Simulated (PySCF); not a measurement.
# BH7N2Si: electronic excitations and core binding energies

Wanted: the electronic excitations and core binding energies of BH7N2Si (`NB(N)[SiH3]`), by calculation.

The runs use PySCF 2.14.0, with density-fitted response routines of our own; the level of theory stands in each step. All values are computed, except where a source is named. Atoms are numbered from 0 throughout.

## (1) Starting geometry

11 atoms, charge 0, multiplicity 1; geometry from: GFN2-xTB.

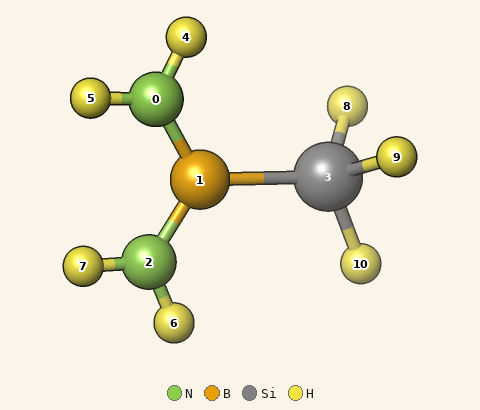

As it starts; nitrogen green, boron amber, silicon grey, hydrogen yellow, atoms numbered.

## (2) Ultraviolet spectrum: PBE0/def2-SVPD

What the job is given:

```
{"job": {"kind": "uv", "xc": "PBE0", "basis": "def2-SVPD", "nstates": 8, "ntriplets": 3}, "charge": 0, "multiplicity": 1}
N     -0.631056     1.505058    -0.054631
B     -0.354925     0.126766    -0.016989
N     -1.449717    -0.755349    -0.017547
Si     1.489815    -0.538418     0.041791
H      0.077588     2.215902    -0.058540
H     -1.563147     1.885250    -0.078165
H     -1.358854    -1.754657     0.007896
H     -2.409505    -0.452295    -0.039480
H      2.371899    -0.003065    -1.013688
H      2.214193    -0.223295     1.288844
H      1.619133    -2.003225    -0.085455
```

Level: TDDFT PBE0/def2-SVPD, vertical, gas phase, core orbitals frozen in the response.

Command:

```sh
> OMP_NUM_THREADS=1 python probes_run.py task.json out
```

One launch serves the whole session: the jobs run in the order shown.

Standard output:

```text
coarse grid: 9176 points
cycle   1  E = -427.5687321943  dE =  2.033e-01  |g| = 4.680e-01  |ddm| = 4.261e+00
cycle   2  E = -427.5401682086  dE =  2.856e-02  |g| = 5.956e-01  |ddm| = 1.147e+00
cycle   3  E = -427.6209729601  dE = -8.080e-02  |g| = 3.912e-02  |ddm| = 6.623e-01
cycle   4  E = -427.6213222731  dE = -3.493e-04  |g| = 1.594e-02  |ddm| = 9.229e-02
cycle   5  E = -427.6213882023  dE = -6.593e-05  |g| = 3.067e-03  |ddm| = 2.775e-02
cycle   6  E = -427.6213918200  dE = -3.618e-06  |g| = 5.281e-04  |ddm| = 8.876e-03
final grid: 82728 points
cycle   7  E = -427.6663069062  dE = -1.361e-05  |g| = 7.312e-03  |ddm| = 7.057e-02
cycle   8  E = -427.6662976342  dE =  9.272e-06  |g| = 9.886e-03  |ddm| = 1.700e-02
cycle   9  E = -427.6663190811  dE = -2.145e-05  |g| = 3.158e-04  |ddm| = 9.072e-03
cycle  10  E = -427.6663191084  dE = -2.737e-08  |g| = 1.261e-04  |ddm| = 8.821e-04
cycle  11  E = -427.6663191128  dE = -4.404e-09  |g| = 1.914e-05  |ddm| = 2.452e-04
cycle  12  E = -427.6663191129  dE = -7.401e-11  |g| = 9.404e-06  |ddm| = 5.532e-05
converged SCF energy = -427.6663191129

Static polarisability (au): isotropic 61.722, principal 50.609 64.203 70.356

Singlet excitations
state   eV       nm        f      main configurations
  1   6.1281    202.3   0.00002   H->L 0.98
  2   6.6232    187.2   0.08953   H->L+1 0.97
  3   6.9201    179.2   0.02129   H->L+2 0.95
  4   7.3162    169.5   0.01604   H-1->L+1 0.90
  5   7.3452    168.8   0.00248   H->L+3 0.62, H->L+4 0.33
  6   7.4765    165.8   0.04081   H-1->L 0.96
  7   7.7751    159.5   0.00617   H->L+4 0.43, H->L+3 0.23, H->L+5 0.20
  8   7.8994    157.0   0.00668   H-2->L 0.39, H->L+5 0.24, H->L+4 0.19

Triplet excitations (Tamm-Dancoff, eV): 5.5026 5.9253 6.1315
```

It took 10 s on 1 thread of Arm Neoverse V2, shared host; peak memory 0.54 GiB.

The orbitals next to the gap, with their largest atomic shares:

```
orbital     eV                        atoms
 HOMO−3  -9.13  Si3 42 %, H10 32 %, H8 13 %
 HOMO−2  -8.81   Si3 27 %, H9 18 %, N2 14 %
 HOMO−1  -8.31    Si3 35 %, B1 29 %, N2 8 %
   HOMO  -7.20     N0 40 %, N2 38 %, B1 9 %
   LUMO   0.22   B1 43 %, H5 10 %, Si3 10 %
 LUMO+1   0.36   Si3 30 %, B1 29 %, N2 13 %
 LUMO+2   1.02    Si3 29 %, H4 11 %, B1 9 %
```

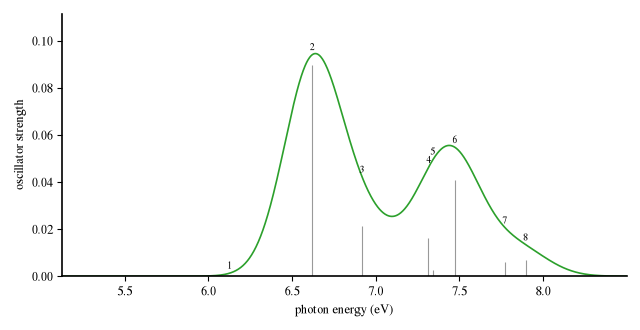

Absorption spectrum from the 8 singlet states computed; above the last one it falls off for lack of states. Lines are broadened to a width of 0.40 eV (Gaussian).

Further results of this job:

```
           property  computed
  dipole moment (D)      2.60
polarisability (Å³)      9.15
 HOMO–LUMO gap (eV)      7.42
      −ε(HOMO) (eV)      7.20
```

## (3) Core-electron binding energies: SCAN, X2C

The job, as its differences from that of step 2:

```diff
@@ -1,2 +1,2 @@
-{"job": {"kind": "uv", "xc": "PBE0", "basis": "def2-SVPD", "nstates": 8, "ntriplets": 3}, "charge": 0, "multiplicity": 1}
+{"job": {"kind": "xps"}, "charge": 0, "multiplicity": 1}
 N     -0.631056     1.505058    -0.054631
```

Method: delta-SCF UKS SCAN, pcX-2 on the ionised atom, pcseg-1 elsewhere, spin-free X2C.

Standard output:

```text
ground state, core basis on atom 0 (N), 126 functions
  cycle   1  E = -428.59087824  |g| = 5.79e-01
  cycle   2  E = -428.50717739  |g| = 8.44e-01
  cycle   3  E = -428.66601945  |g| = 6.43e-02
  cycle   4  E = -428.66697508  |g| = 2.66e-02
  cycle   5  E = -428.66713067  |g| = 1.03e-02
  cycle   6  E = -428.66715710  |g| = 4.23e-03
  cycle   7  E = -428.66715931  |g| = 1.25e-03
  cycle   8  E = -428.66715933  |g| = 8.73e-05
  E(ground) = -428.70491485 Eh
hole in N 1s of atom 0
  cycle   1  E = -413.09853181  |g| = 1.86e+00
  cycle   2  E = -412.58556576  |g| = 1.98e+00
  cycle   3  E = -413.72879431  |g| = 4.05e-01
  cycle   4  E = -413.74153457  |g| = 3.19e-01
  cycle   5  E = -413.79194684  |g| = 4.25e-02
  cycle   6  E = -413.79284645  |g| = 9.22e-03
  cycle   7  E = -413.79289323  |g| = 3.42e-03
  cycle   8  E = -413.79290042  |g| = 1.29e-03
  cycle   9  E = -413.79290159  |g| = 4.23e-04
  E(ion) = -413.82965342 Eh   <S^2> = 0.7637   hole on atom = 1.000   binding energy = 404.776 eV
ground state, core basis on atom 1 (B), 126 functions
  cycle   1  E = -428.64829200  |g| = 5.02e-02
  cycle   2  E = -428.64818513  |g| = 3.17e-02
  cycle   3  E = -428.64836893  |g| = 1.83e-02
  cycle   4  E = -428.64845451  |g| = 5.47e-03
  cycle   5  E = -428.64845950  |g| = 4.80e-04
  E(ground) = -428.68952733 Eh
hole in B 1s of atom 1
  cycle   1  E = -421.05760921  |g| = 1.18e+00
  cycle   2  E = -420.17259755  |g| = 1.63e+00
  cycle   3  E = -421.40517471  |g| = 3.22e-01
  cycle   4  E = -421.46155410  |g| = 1.20e-01
  cycle   5  E = -421.46707086  |g| = 5.40e-02
  cycle   6  E = -421.46859905  |g| = 1.01e-02
  cycle   7  E = -421.46864608  |g| = 1.15e-02
  cycle   8  E = -421.46871603  |g| = 5.23e-03
  cycle   9  E = -421.46874520  |g| = 2.26e-03
  cycle  10  E = -421.46875624  |g| = 8.16e-04
  cycle  11  E = -421.46875759  |g| = 1.92e-04
  E(ion) = -421.51060379 Eh   <S^2> = 0.7846   hole on atom = 1.000   binding energy = 195.348 eV
ground state, core basis on atom 3 (Si), 137 functions
  cycle   1  E = -428.74525311  |g| = 2.85e-01
  cycle   2  E = -428.74533169  |g| = 2.82e-02
  cycle   3  E = -428.74534502  |g| = 1.73e-02
  cycle   4  E = -428.74536975  |g| = 3.31e-03
  cycle   5  E = -428.74537340  |g| = 8.76e-04
  cycle   6  E = -428.74537308  |g| = 1.46e-04
  E(ground) = -428.74382828 Eh
hole in Si 1s of atom 3
  cycle   1  E = -359.86101203  |g| = 4.35e+00
  cycle   2  E = -360.14129758  |g| = 2.03e+00
  cycle   3  E = -360.68361317  |g| = 6.58e-01
  cycle   4  E = -360.85408733  |g| = 3.55e-01
  cycle   5  E = -360.90869523  |g| = 1.32e-01
  cycle   6  E = -360.91647539  |g| = 5.03e-02
  cycle   7  E = -360.91747478  |g| = 2.09e-02
  cycle   8  E = -360.91768399  |g| = 2.79e-03
  cycle   9  E = -360.91768751  |g| = 4.74e-04
  E(ion) = -360.92328645 Eh   <S^2> = 0.7522   hole on atom = 1.000   binding energy = 1845.491 eV
hole in Si 2p of atom 3
  cycle   1  E = -424.51757431  |g| = 1.23e+00
  cycle   2  E = -424.50689695  |g| = 9.78e-01
  cycle   3  E = -424.80612879  |g| = 2.45e-01
  cycle   4  E = -424.83156399  |g| = 1.20e-01
  cycle   5  E = -424.83751479  |g| = 3.86e-02
  cycle   6  E = -424.83808193  |g| = 2.22e-02
  cycle   7  E = -424.83831893  |g| = 3.31e-03
  cycle   8  E = -424.83832478  |g| = 5.34e-04
  cycle   9  E = -424.83832476  |g| = 1.43e-04
  E(ion) = -424.84835203 Eh   <S^2> = 0.7520   hole on atom = 1.002   binding energy = 106.001 eV
  2p3/2 = 105.818 eV   2p1/2 = 106.441 eV
```

Wall time 20 s (1 thread of Arm Neoverse V2, shared host); peak memory 0.43 GiB.

Binding energies by hole, beside the orbital energy of the ground state; the difference holds orbital relaxation and, for a density functional, its self-interaction error:

```
       hole  stands for                environment  ΔSCF (eV; 2p as the shell's mean)  −ε (eV)   ⟨S²⟩
  N1s on N0      N0, N2  nitrogen bonded to B, 2 H                             404.78    385.5  0.764
  B1s on B1          B1    boron bonded to 2 N, Si                             195.35    179.6  0.785
Si1s on Si3         Si3   silicon bonded to B, 3 H                            1845.49   1792.2  0.752
Si2p on Si3         Si3   silicon bonded to B, 3 H                             106.03     95.2  0.752
```

Each hole run stands for the others of its class of like atoms.

With the spin-orbit splitting: Si3 2p3/2 105.82, 2p1/2 106.44 eV. The table gives each 2p level as the mean over the whole 2p shell (two parts 2p3/2, one part 2p1/2), which differs a little from the single hole in the log.

## (4) Outcome

| quantity | value |
| --- | --- |
| lowest singlet (PBE0/def2-SVPD) | 6.13 eV (202 nm), f = 0.000 |
| brightest single state of those computed | state 2, 6.62 eV, f = 0.090 |
| lowest triplet | 5.50 eV |
| N1s binding energies, SCAN/pcX-2 | N0 404.78 eV |
| B1s binding energies, SCAN/pcX-2 | B1 195.35 eV |
| Si1s binding energies, SCAN/pcX-2 | Si3 1845.49 eV |
| Si2p binding energies, SCAN/pcX-2 | Si3 106.03 eV |

In words: The first singlet state (HOMO→LUMO 0.98) lies at 6.13 eV and is dark; of the 8 states computed, the strongest absorption comes from state 2 at 6.62 eV. The lowest triplet lies 0.63 eV below the lowest singlet (triplets in Tamm-Dancoff, singlets in full TDDFT).
